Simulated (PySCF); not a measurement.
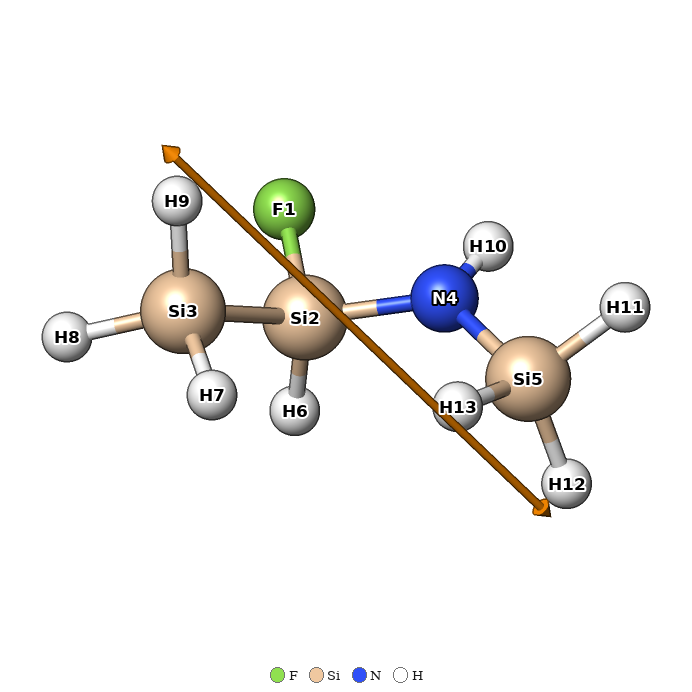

The double arrow shows the direction of the transition dipole to excited singlet state 4 (its length means nothing). Computed geometry: GFN2-xTB optimisation. No frequency run is at hand to confirm it as a minimum. Properties computed with TDDFT ωB97X-D/def2-SVPD, vertical, gas phase, core orbitals frozen in the response (PySCF 2.14.0).

Question. Give its energy, strength and character.

Answer. 7.43 eV (167 nm), oscillator strength 0.040, of mixed character, with the largest part HOMO → LUMO+2 (weight 0.28); transition dipole 1.19 D.

The geometry is semi-empirical. Around Si such bond lengths and angles can be off by a tenth of an ångström or more and by several degrees, and values that hang on the shape move with them.
